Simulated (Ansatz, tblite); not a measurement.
**The cluster In5: a ladder of methods and basis sets**

How do method and basis change the picture of the cluster In5 (doublet)?

Method: as each input shows; program: Ansatz 0.2.0, Gaussian basis.

Plan: GFN1-xTB, PBE-D4/def2-TZVP, r2SCAN-D4/def2-TZVP, LDA/def2-TZVP, PBE-D4/def2-SVP, PBE0-D4/def2-SVP, PBE0-D4/def2-TZVPD, PBE-D4/def2-TZVPD, r2SCAN-D4/def2-TZVPD, CCSD(T)/def2-SVP, MP2/def2-TZVP, RPA/def2-TZVP.

4 further runs of the same task are left out: 2 that didn't finish, 2 set aside as unsound or not needed. Runs told in other sessions of the task aren't counted.

### Step 1. The structure

The geometry is that of the doublet, from an earlier relaxation (PBE0-D4/def2-SVP). At that level it is the lowest of the isomers that a small search found.

5 atoms, charge 0, spin multiplicity 2.

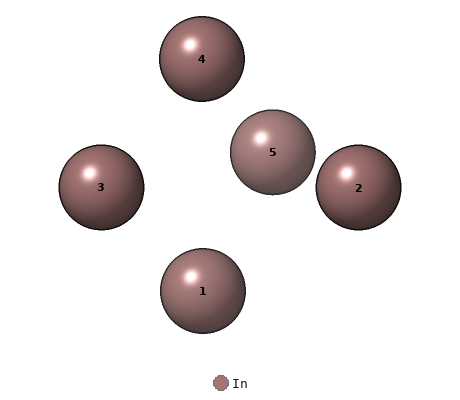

The geometry (indium brown); atoms are numbered from 1 in the order of the file.

In takes a core potential in the def2 sets. No spin-orbit coupling is included.

PBE0-D4/def2-TZVP was run before; its log isn't repeated, and its numbers join the tables.

### Step 2. GFN1-xTB

Tight binding, by tblite at 300 K electronic temperature and without a spin-polarisation term:

```python
tblite.interface.Calculator('GFN1-xTB', numbers, positions, charge=0, uhf=1).singlepoint()
```

Energy -207.9926 eV; 0.006 s.

### Step 3. PBE-D4/def2-TZVP

start.molden holds the orbitals of an earlier run on this state, given as this run's starting guess.

The input, in.yaml:

```yaml
crystal:
  periodic: [false, false, false]
  atoms:
    - {symbol: In, position_ang: [0.480685, 1.152406, 1.834235]}
    - {symbol: In, position_ang: [0.076942, -2.365204, 0.862556]}
    - {symbol: In, position_ang: [1.426199, 1.713148, -0.899282]}
    - {symbol: In, position_ang: [-0.266264, -0.338944, -2.177591]}
    - {symbol: In, position_ang: [-1.717571, -0.161406, 0.380092]}
basis:
  gaussian: {orbitals: def2-TZVP, initial_orbitals: start.molden}
magnetization: {spin_polarized: true, initial_magnetization: 1}
hamiltonian: {xc: pbe, dispersion: d4}
scf: {omitted_lower_state_checks: [starts]}
output: {orbitals: {seedname: orbitals}}
```

Launch:

```console
$ ansatz run in.yaml --threads 4 --pin off --events-out ev --progress --plain --max-ram 4787MiB
```

The program printed:

```text
Functional definition: PBE
  name "PBE"
  cite "Perdew, Burke & Ernzerhof, Phys. Rev. Lett. 77, 3865 (1996) doi:10.1103/PhysRevLett.77.3865"
  parent pbe
  parameter kappa = 0.804
  parameter beta = 0.06672455060314922
  exchange = pbe_x(kappa = kappa, mu = beta*pi^2/3)
  correlation = pbe_c(beta = beta)
these checks for a lower state are left out or cut short: starts
1940 factors; their error is unknown
mean field evaluation 1: about -25873.4099 eV, gradient 6.1e0 eV
mean field evaluation 2: about -25873.5622 eV, gradient 1.8e-1 eV
mean field evaluation 4: about -25873.5532 eV, gradient 2.4e-2 eV
mean field evaluation 8: about -25873.5532 eV, gradient 2.5e-5 eV
mean field -25873.55321589 eV, -950.8355429595 hartree, gradient 7.7e-6 eV, S^2 0.756181; 0 other end points of the search recorded, 0 dependent functions left out
reference -25873.55326318 eV, -950.8355446974 hartree; 53, 52 occupied and 197, 198 virtual orbitals, 1940 factors
Total energy: -25873.89550942 eV, -950.8481220147 hartree
Checks for a lower state left out: starts
```

Run time: 8.5 s. Hardware: 4 threads of Arm Neoverse V2, shared host.

Report: HOMO -4.05 eV, LUMO -3.65 eV (over both spins); ⟨S²⟩ 0.756 (pure: 0.75).

### Step 4. r2SCAN-D4/def2-TZVP

Changes to in.yaml since step 3:

```diff
@@ -11,4 +11,4 @@
 magnetization: {spin_polarized: true, initial_magnetization: 1}
-hamiltonian: {xc: pbe, dispersion: d4}
+hamiltonian: {xc: r2scan, dispersion: d4}
 scf: {omitted_lower_state_checks: [starts]}
-output: {orbitals: {seedname: orbitals}}
+output: {forces: true, orbitals: {seedname: orbitals}}
```

Launched as before.

The program printed (excerpt; [...] marks lines left out):

```text
Functional definition: r2SCAN
  name "r2SCAN"
  cite "Furness, Kaplan, Ning, Perdew & Sun, J. Phys. Chem. Lett. 11, 8208 (2020) doi:10.1021/acs.jpclett.0c02405"
  cite "Furness, Kaplan, Ning, Perdew & Sun, J. Phys. Chem. Lett. 11, 9248 (2020) doi:10.1021/acs.jpclett.0c03077"
  parent r2scan
[...]
1940 factors; their error is unknown
[...]
mean field -25882.25912892 eV, -951.1554793624 hartree, gradient 1.6e-5 eV, S^2 0.802503; 0 other end points of the search recorded, 0 dependent functions left out
[...]
reference -25882.25916884 eV, -951.1554808294 hartree; 53, 52 occupied and 197, 198 virtual orbitals, 1940 factors
Total energy: -25882.31548449 eV, -951.1575503913 hartree
Atom 0 at     0.480685     1.152406     1.834235 Å, force    -0.046508    -0.089536    -0.199099 eV/Å
Atom 1 at     0.076942    -2.365204     0.862556 Å, force    -0.106668     0.223292    -0.062911 eV/Å
Atom 2 at     1.426199     1.713148    -0.899282 Å, force    -0.118479    -0.115288     0.055179 eV/Å
Atom 3 at    -0.266264    -0.338944    -2.177591 Å, force     0.036840     0.071590     0.217291 eV/Å
Atom 4 at    -1.717571    -0.161406     0.380092 Å, force     0.234816    -0.090058    -0.010460 eV/Å
Dipole moment:     0.204702    -0.145576     0.015489 e Å
Checks for a lower state left out: starts
```

Wall time 27 s (4 threads of Arm Neoverse V2, shared host); peak memory 0.68 GiB.

From the report: HOMO -4.23 eV, LUMO -3.54 eV (over both spins); ⟨S²⟩ 0.803 (pure: 0.75).

### Step 5. LDA/def2-TZVP

Changes to in.yaml since step 4:

```diff
@@ -11,4 +11,4 @@
 magnetization: {spin_polarized: true, initial_magnetization: 1}
-hamiltonian: {xc: r2scan, dispersion: d4}
+hamiltonian: {xc: lda}
 scf: {omitted_lower_state_checks: [starts]}
-output: {forces: true, orbitals: {seedname: orbitals}}
+output: {orbitals: {seedname: orbitals}}
```

The command is unchanged.

The program printed:

```text
Functional definition: SPW92
  name "SPW92"
  cite "Dirac, Proc. Camb. Phil. Soc. 26, 376 (1930) doi:10.1017/S0305004100016108"
  cite "Slater, Phys. Rev. 81, 385 (1951) doi:10.1103/PhysRev.81.385"
  cite "Perdew & Wang, Phys. Rev. B 45, 13244 (1992) doi:10.1103/PhysRevB.45.13244"
  exchange = slater_x
  correlation = pw_c
these checks for a lower state are left out or cut short: starts
1940 factors; their error is unknown
mean field evaluation 1: about -25830.3285 eV, gradient 1.1e1 eV
mean field evaluation 2: about -25830.8343 eV, gradient 4.2e-1 eV
mean field evaluation 4: about -25830.8303 eV, gradient 5.1e-2 eV
mean field evaluation 8: about -25830.8304 eV, gradient 2.6e-5 eV
mean field -25830.83044154 eV, -949.2655099610 hartree, gradient 1.5e-5 eV, S^2 0.751892; 0 other end points of the search recorded, 0 dependent functions left out
reference -25830.83048676 eV, -949.2655116227 hartree; 53, 52 occupied and 197, 198 virtual orbitals, 1940 factors
Total energy: -25830.83048676 eV, -949.2655116227 hartree
Checks for a lower state left out: starts
```

It took 3.8 s on 4 threads of Arm Neoverse V2, shared host.

Report: HOMO -4.26 eV, LUMO -3.96 eV (over both spins); ⟨S²⟩ 0.752 (pure: 0.75).

### Step 6. PBE-D4/def2-SVP

Changes to in.yaml since step 5:

```diff
@@ -9,5 +9,5 @@
 basis:
-  gaussian: {orbitals: def2-TZVP, initial_orbitals: start.molden}
+  gaussian: {orbitals: def2-SVP, initial_orbitals: start.molden}
 magnetization: {spin_polarized: true, initial_magnetization: 1}
-hamiltonian: {xc: lda}
+hamiltonian: {xc: pbe, dispersion: d4}
 scf: {omitted_lower_state_checks: [starts]}
```

Same command.

The program printed:

```text
Functional definition: PBE
  name "PBE"
  cite "Perdew, Burke & Ernzerhof, Phys. Rev. Lett. 77, 3865 (1996) doi:10.1103/PhysRevLett.77.3865"
  parent pbe
  parameter kappa = 0.804
  parameter beta = 0.06672455060314922
  exchange = pbe_x(kappa = kappa, mu = beta*pi^2/3)
  correlation = pbe_c(beta = beta)
these checks for a lower state are left out or cut short: starts
1580 factors; their error is unknown
mean field evaluation 1: about -25872.3886 eV, gradient 3.3e1 eV
mean field evaluation 2: about -25872.7555 eV, gradient 7.7e-1 eV
mean field evaluation 4: about -25872.7559 eV, gradient 6.3e-2 eV
mean field evaluation 8: about -25872.7560 eV, gradient 2.2e-5 eV
mean field -25872.75604713 eV, -950.8062475480 hartree, gradient 1.1e-5 eV, S^2 0.755649; 0 other end points of the search recorded, 0 dependent functions left out
reference -25872.75608424 eV, -950.8062489118 hartree; 53, 52 occupied and 77, 78 virtual orbitals, 1580 factors
Total energy: -25873.09833048 eV, -950.8188262292 hartree
Checks for a lower state left out: starts
```

Wall time 3.5 s (4 threads of Arm Neoverse V2, shared host).

From the report: HOMO -4.06 eV, LUMO -3.68 eV (over both spins); ⟨S²⟩ 0.756 (pure: 0.75).

### Step 7. PBE0-D4/def2-SVP

Changes to in.yaml since step 6:

```diff
@@ -11,3 +11,3 @@
 magnetization: {spin_polarized: true, initial_magnetization: 1}
-hamiltonian: {xc: pbe, dispersion: d4}
+hamiltonian: {xc: pbe0, dispersion: d4}
 scf: {omitted_lower_state_checks: [starts]}
```

The command is unchanged.

The program printed (excerpt; [...] marks lines left out):

```text
Functional definition: PBE0
  name "PBE0"
  cite "Adamo & Barone, J. Chem. Phys. 110, 6158 (1999) doi:10.1063/1.478522"
  cite "Perdew, Burke & Ernzerhof, Phys. Rev. Lett. 77, 3865 (1996) doi:10.1103/PhysRevLett.77.3865"
  parent pbe
[...]
1695 factors; integrals over basis functions are off by at most 2.3e-4 eV
[...]
mean field -25871.95672707 eV, -950.7768730778 hartree, gradient 7.9e-6 eV, S^2 0.772856; 0 other end points of the search recorded, 0 dependent functions left out
reference -25871.95675479 eV, -950.7768740962 hartree; 53, 52 occupied and 77, 78 virtual orbitals, 1695 factors
Total energy: -25872.25559494 eV, -950.7878562694 hartree
Checks for a lower state left out: starts
```

Wall time 6.5 s (4 threads of Arm Neoverse V2, shared host); peak memory 0.74 GiB.

Report: HOMO -4.59 eV, LUMO -3.09 eV (over both spins); ⟨S²⟩ 0.773 (pure: 0.75).

### Step 8. PBE0-D4/def2-TZVPD

Changes to in.yaml since step 7:

```diff
@@ -9,3 +9,3 @@
 basis:
-  gaussian: {orbitals: def2-SVP, initial_orbitals: start.molden}
+  gaussian: {orbitals: def2-TZVPD, initial_orbitals: start.molden}
 magnetization: {spin_polarized: true, initial_magnetization: 1}
```

Same command.

The program printed (excerpt; [...] marks lines left out):

```text
Functional definition: PBE0
  name "PBE0"
  cite "Adamo & Barone, J. Chem. Phys. 110, 6158 (1999) doi:10.1063/1.478522"
  cite "Perdew, Burke & Ernzerhof, Phys. Rev. Lett. 77, 3865 (1996) doi:10.1103/PhysRevLett.77.3865"
  parent pbe
[...]
2565 factors; their error is unknown
the host lacks memory for fits, so the integrals are decomposed
2570 factors; integrals over basis functions are off by at most 3.4e-4 eV
[...]
mean field -25872.66587931 eV, -950.8029339417 hartree, gradient 1.4e-5 eV, S^2 0.774935; 0 other end points of the search recorded, 0 dependent functions left out
reference -25872.66591722 eV, -950.8029353349 hartree; 53, 52 occupied and 227, 228 virtual orbitals, 2570 factors
Total energy: -25872.96475737 eV, -950.8139175081 hartree
Checks for a lower state left out: starts
```

Wall time 18 s (4 threads of Arm Neoverse V2, shared host); peak memory 1.8 GiB.

HOMO -4.57 eV, LUMO -3.05 eV (over both spins); ⟨S²⟩ 0.775 (pure: 0.75).

### Step 9. PBE-D4/def2-TZVPD

Changes to in.yaml since step 8:

```diff
@@ -11,3 +11,3 @@
 magnetization: {spin_polarized: true, initial_magnetization: 1}
-hamiltonian: {xc: pbe0, dispersion: d4}
+hamiltonian: {xc: pbe, dispersion: d4}
 scf: {omitted_lower_state_checks: [starts]}
```

The command is unchanged.

The program printed:

```text
Functional definition: PBE
  name "PBE"
  cite "Perdew, Burke & Ernzerhof, Phys. Rev. Lett. 77, 3865 (1996) doi:10.1103/PhysRevLett.77.3865"
  parent pbe
  parameter kappa = 0.804
  parameter beta = 0.06672455060314922
  exchange = pbe_x(kappa = kappa, mu = beta*pi^2/3)
  correlation = pbe_c(beta = beta)
these checks for a lower state are left out or cut short: starts
2155 factors; their error is unknown
mean field evaluation 1: about -25873.4097 eV, gradient 6.2e0 eV
mean field evaluation 2: about -25873.5781 eV, gradient 2.0e-1 eV
mean field evaluation 4: about -25873.5694 eV, gradient 2.3e-2 eV
mean field evaluation 8: about -25873.5694 eV, gradient 2.7e-5 eV
mean field -25873.56942265 eV, -950.8361385472 hartree, gradient 1.1e-5 eV, S^2 0.756227; 0 other end points of the search recorded, 0 dependent functions left out
reference -25873.56947183 eV, -950.8361403545 hartree; 53, 52 occupied and 227, 228 virtual orbitals, 2155 factors
Total energy: -25873.91171807 eV, -950.8487176718 hartree
Checks for a lower state left out: starts
```

Run time: 12 s. Hardware: 4 threads of Arm Neoverse V2, shared host; peak memory 0.73 GiB.

From the report: HOMO -4.06 eV, LUMO -3.66 eV (over both spins); ⟨S²⟩ 0.756 (pure: 0.75).

### Step 10. r2SCAN-D4/def2-TZVPD

Changes to in.yaml since step 9:

```diff
@@ -11,3 +11,3 @@
 magnetization: {spin_polarized: true, initial_magnetization: 1}
-hamiltonian: {xc: pbe, dispersion: d4}
+hamiltonian: {xc: r2scan, dispersion: d4}
 scf: {omitted_lower_state_checks: [starts]}
```

The command is unchanged.

The program printed:

```text
Functional definition: r2SCAN
  name "r2SCAN"
  cite "Furness, Kaplan, Ning, Perdew & Sun, J. Phys. Chem. Lett. 11, 8208 (2020) doi:10.1021/acs.jpclett.0c02405"
  cite "Furness, Kaplan, Ning, Perdew & Sun, J. Phys. Chem. Lett. 11, 9248 (2020) doi:10.1021/acs.jpclett.0c03077"
  parent r2scan
  parameter k0 = 0.174
  parameter k1 = 0.065
  parameter a1 = 4.9479
  exchange = r2scan_x(k0 = k0, k1 = k1, a1 = a1)
  correlation = r2scan_c
these checks for a lower state are left out or cut short: starts
2155 factors; their error is unknown
mean field evaluation 1: about -25882.1662 eV, gradient 5.0e0 eV
mean field evaluation 2: about -25882.2753 eV, gradient 1.5e-1 eV
mean field evaluation 4: about -25882.2763 eV, gradient 1.5e-2 eV
mean field evaluation 8: about -25882.2763 eV, gradient 8.1e-5 eV
mean field -25882.27629900 eV, -951.1561103514 hartree, gradient 1.7e-5 eV, S^2 0.802317; 0 other end points of the search recorded, 0 dependent functions left out
reference -25882.27634117 eV, -951.1561119009 hartree; 53, 52 occupied and 227, 228 virtual orbitals, 2155 factors
Total energy: -25882.33265681 eV, -951.1581814628 hartree
Checks for a lower state left out: starts
```

Run time: 31 s. Hardware: 4 threads of Arm Neoverse V2, shared host; peak memory 0.84 GiB.

HOMO -4.24 eV, LUMO -3.55 eV (over both spins); ⟨S²⟩ 0.802 (pure: 0.75).

### Step 11. CCSD(T)/def2-SVP

Changes to in.yaml since step 10:

```diff
@@ -9,6 +9,6 @@
 basis:
-  gaussian: {orbitals: def2-TZVPD, initial_orbitals: start.molden}
+  gaussian: {orbitals: def2-SVP, initial_orbitals: start.molden}
 magnetization: {spin_polarized: true, initial_magnetization: 1}
-hamiltonian: {xc: r2scan, dispersion: d4}
-scf: {omitted_lower_state_checks: [starts]}
+correlation: {method: ccsd_t}
+scf: {omitted_lower_state_checks: [starts, cluster_reference]}
 output: {orbitals: {seedname: orbitals}}
```

The command is unchanged.

The program printed (excerpt; [...] marks lines left out):

```text
Functional definition: HF
  name "HF"
  cite "Fock, Z. Phys. 61, 126 (1930) doi:10.1007/BF01340294"
  parent pbe
[...]
1695 factors; integrals over basis functions are off by at most 2.3e-4 eV
[...]
mean field -25745.09392598 eV, -946.1147511283 hartree, gradient 8.6e-6 eV, S^2 1.939351; 0 other end points of the search recorded, 0 dependent functions left out
20 core orbitals not correlated: weight in the atoms' cores, before any rotation towards them, 1.000 or more for the frozen orbitals, at most 0.000 for the correlated occupied ones
reference -25745.09392598 eV, -946.1147511283 hartree; 33, 32 occupied and 77, 78 virtual orbitals, 1695 factors
second order -10.14004844 eV of doubles, -0.00000000 eV of singles
cycle   1  -10.55340282 eV  change   -4.1e-1 eV  update   1.9e-1
[...]
cycle  21  -11.59743695 eV  change    3.8e-5 eV  update   2.4e-5
perturbative correction -0.94232306 eV, -0.0346297338 hartree
Total energy: -25757.63368599 eV, -946.5755788090 hartree
Checks for a lower state left out: starts, cluster_reference
```

Wall time 2.7 min (4 threads of Arm Neoverse V2, shared host); peak memory 2.8 GiB.

From the report: Hartree-Fock HOMO -5.89 eV, LUMO -0.65 eV (over both spins); ⟨S²⟩ 1.939 (pure: 0.75); T1 0.055. Doubts: large T1 diagnostic, spin contamination.

### Step 12. MP2/def2-TZVP

Changes to in.yaml since step 11:

```diff
@@ -9,6 +9,6 @@
 basis:
-  gaussian: {orbitals: def2-SVP, initial_orbitals: start.molden}
+  gaussian: {orbitals: def2-TZVP, initial_orbitals: start.molden}
 magnetization: {spin_polarized: true, initial_magnetization: 1}
-correlation: {method: ccsd_t}
-scf: {omitted_lower_state_checks: [starts, cluster_reference]}
+correlation: {method: mp2}
+scf: {omitted_lower_state_checks: [starts]}
 output: {orbitals: {seedname: orbitals}}
```

The command is unchanged.

The program printed (excerpt; [...] marks lines left out):

```text
Functional definition: HF
  name "HF"
  cite "Fock, Z. Phys. 61, 126 (1930) doi:10.1007/BF01340294"
  parent pbe
[...]
2455 factors; integrals over basis functions are off by at most 3.0e-4 eV
[...]
mean field -25745.69429792 eV, -946.1368143901 hartree, gradient 2.0e-6 eV, S^2 1.964096; 0 other end points of the search recorded, 0 dependent functions left out
20 core orbitals not correlated: weight in the atoms' cores, before any rotation towards them, 1.000 or more for the frozen orbitals, at most 0.000 for the correlated occupied ones
reference -25745.69429792 eV, -946.1368143901 hartree; 33, 32 occupied and 197, 198 virtual orbitals, 2455 factors
second order -37.92013761 eV of doubles, -0.00000000 eV of singles
Total energy: -25783.61443553 eV, -947.5303537441 hartree
Checks for a lower state left out: starts
```

It took 25 s on 4 threads of Arm Neoverse V2, shared host; peak memory 1.5 GiB.

From the report: Hartree-Fock HOMO -5.89 eV, LUMO -0.60 eV (over both spins); ⟨S²⟩ 1.964 (pure: 0.75). Doubts: spin contamination.

### Step 13. RPA/def2-TZVP

Changes to in.yaml since step 12:

```diff
@@ -11,4 +11,4 @@
 magnetization: {spin_polarized: true, initial_magnetization: 1}
-correlation: {method: mp2}
+hamiltonian: {xc: pbe}
+correlation: {method: rpa}
 scf: {omitted_lower_state_checks: [starts]}
-output: {orbitals: {seedname: orbitals}}
```

The command is unchanged.

The program printed (excerpt; [...] marks lines left out):

```text
Functional definition: PBE
  name "PBE"
  cite "Perdew, Burke & Ernzerhof, Phys. Rev. Lett. 77, 3865 (1996) doi:10.1103/PhysRevLett.77.3865"
  parent pbe
[...]
2455 factors; integrals over basis functions are off by at most 3.0e-4 eV
[...]
mean field -25873.55320745 eV, -950.8355426494 hartree, gradient 2.8e-6 eV, S^2 0.756181; 0 other end points of the search recorded, 0 dependent functions left out
20 core orbitals not correlated: weight in the atoms' cores, before any rotation towards them, 1.000 or more for the frozen orbitals, at most 0.000 for the correlated occupied ones
reference -25743.22253695 eV, -946.0459788498 hartree; 33, 32 occupied and 197, 198 virtual orbitals, 2455 factors
Total energy: -25795.10705835 eV, -947.9526998427 hartree
Checks for a lower state left out: starts
```

It took 22 s on 4 threads of Arm Neoverse V2, shared host; peak memory 1.4 GiB.

⟨S²⟩ 0.756 (pure: 0.75).

### Step 14. Levels side by side

| level | functions | HOMO (eV) | LUMO (eV) | gap (eV) | ⟨S²⟩ | time |
| --- | --- | --- | --- | --- | --- | --- |
| LDA/def2-TZVP | 250 | -4.26 | -3.96 | 0.30 | 0.752 | 3.8 s |
| PBE-D4/def2-SVP | 130 | -4.06 | -3.68 | 0.38 | 0.756 | 3.5 s |
| PBE-D4/def2-TZVP | 250 | -4.05 | -3.65 | 0.40 | 0.756 | 8.5 s |
| PBE-D4/def2-TZVPD | 280 | -4.06 | -3.66 | 0.40 | 0.756 | 12 s |
| r2SCAN-D4/def2-TZVP | 250 | -4.23 | -3.54 | 0.69 | 0.803 | 27 s |
| r2SCAN-D4/def2-TZVPD | 280 | -4.24 | -3.55 | 0.69 | 0.802 | 31 s |
| PBE0-D4/def2-SVP | 130 | -4.59 | -3.09 | 1.50 | 0.773 | 6.5 s |
| PBE0-D4/def2-TZVP | 250 | -4.56 | -3.04 | 1.52 | 0.775 | 32 s |
| PBE0-D4/def2-TZVPD | 280 | -4.57 | -3.05 | 1.52 | 0.775 | 18 s |

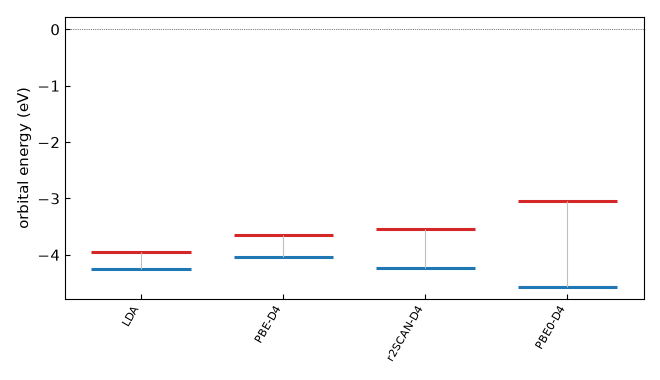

Highest filled (blue) and lowest empty (red) level in def2-TZVP, over both spins.

Energy pieces by basis (eV):

| basis | HF | MP2 correlation | CCSD correlation | (T) | total |
| --- | --- | --- | --- | --- | --- |
| def2-SVP | -25745.0939 | -10.1400 | -11.5974 | -0.9423 | -25757.6337 |
| def2-TZVP | -25745.6943 | -37.9201 |  |  | -25783.6144 (MP2) |

The correlation energy is far from converged in these sets, so it jumps between bases; where outer-core shells are correlated, the sets cover them unevenly.

### Step 15. Binding energy

Free atoms were run apart at each level; binding is atoms less cluster, divided by the number of atoms, without zero-point or spin-orbit terms.

| level | binding an atom (eV) |
| --- | --- |
| HF/def2-SVP† | 0.452 |
| HF/def2-TZVP† | 0.472 |
| LDA/def2-TZVP | 1.739 |
| PBE-D4/def2-SVP | 1.410 |
| PBE-D4/def2-TZVP | 1.422 |
| PBE-D4/def2-TZVPD | 1.423 |
| r2SCAN-D4/def2-TZVP | 1.362 |
| r2SCAN-D4/def2-TZVPD | 1.362 |
| PBE0-D4/def2-SVP | 1.308 |
| PBE0-D4/def2-TZVP | 1.325 |
| PBE0-D4/def2-TZVPD | 1.327 |
| RPA/def2-TZVP | 1.159 |
| MP2/def2-SVP† | 1.121 |
| MP2/def2-TZVP† | 1.295 |
| CCSD/def2-SVP† | 1.022 |
| CCSD(T)/def2-SVP† | 1.159 |

† marks a level with a doubtful state (flagged, unstable or spin-contaminated).

### Step 16. Summary of results

| quantity | value |
| --- | --- |
| gap in def2-TZVP, named functionals, smallest and largest | 0.30 eV (LDA), 1.52 eV (PBE0-D4) |
| correlation energy, CCSD(T)/def2-SVP | -12.54 eV |
| correlation energy, MP2/def2-TZVP | -37.92 eV |
| binding an atom, functionals in def2-TZVP | 1.33 (PBE0-D4) to 1.74 eV (LDA) |
| ⟨S²⟩ in def2-TZVP, named functionals, smallest and largest | 0.752, 0.803 |
| PBE0 total energy, smallest basis above largest | 0.71 eV (def2-SVP, def2-TZVPD) |

In words: Over the named functionals in def2-TZVP the gap runs from 0.30 eV (LDA) to 1.52 eV (PBE0-D4); exact exchange widens it. Over the named functionals in def2-TZVP spin contamination reaches 0.05 (r2SCAN-D4), which is small. Notes on CCSD(T)/def2-SVP: large T1 diagnostic, spin contamination.

The slowest run with a step of its own, CCSD(T)/def2-SVP, took 2.7 min; the quickest functional in def2-TZVP took 3.8 s (shared host).
